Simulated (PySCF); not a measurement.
**InC (quartet): density, localisation and related maps**

```xyz
2

In    0.0000    0.0000   -0.2089
C     0.0000    0.0000    2.0001
```

These are results of PySCF, PBE0/x2c-SVPall, spin-free X2C-1e, Gaussian nucleus, at a bond length of 2.209 Å, not measurements.

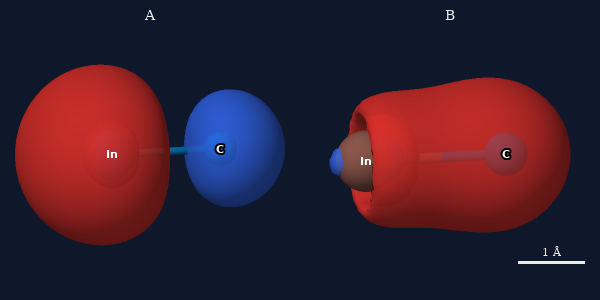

Figure 1. Two frontier β-spin orbitals, each drawn at the value that holds 80 % of its norm (red and blue are the two phases), in no order; of a degenerate pair one member is drawn.

> Name the orbitals and rank them from lowest to highest energy.

Orbital B: σ, occupied in this spin, −12.53 eV; mainly on C (70 %).
Orbital A: σ, occupied in this spin, −7.91 eV; mainly on In (70 %).

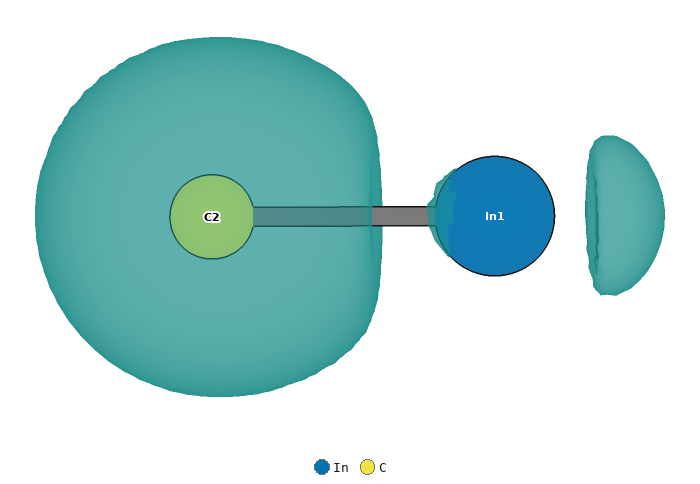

Figure 2. Isosurface of the spin density at +0.04 e/Å³ (teal), seen from one side.

> Which atoms carry the spin?

The unpaired spin (3 electrons) lies mostly on C2 (about 2.4) and In1 (about 0.6), in electrons by Hirshfeld's partition.

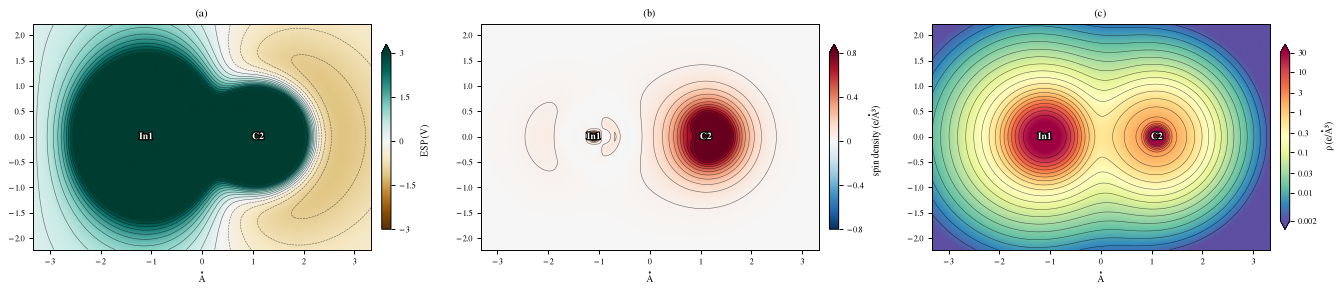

Figure 3. (a) electrostatic potential; (b) spin density (α minus β); (c) total electron density on a plane that holds the molecular axis.

> Describe what can be read from this map.

The plane passes through In and C nuclei. C–In (2.21 Å): the density is about 0.52 e/Å³ at the midpoint.

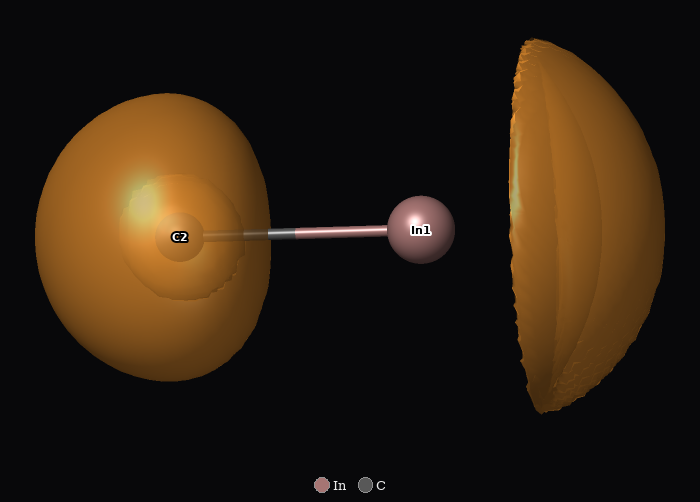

Figure 4. Isosurface of the electron localisation function at 0.75 (orange), seen from one side. Only the valence region is drawn (cores and ρ < 0.01 e/Å³ removed).

> Where are the electrons localised?

At this value the surface marks out one lobe on In, pointing away from the bonds (non-bonding electrons) and one region wrapped around C (its valence shell). Along the contacts the grid gives the following. C–In (2.21 Å): the ELF peaks at about 0.85 in the valence shell of C, 0.7 Å from its nucleus, and drops to about 0.15 between the two atoms.
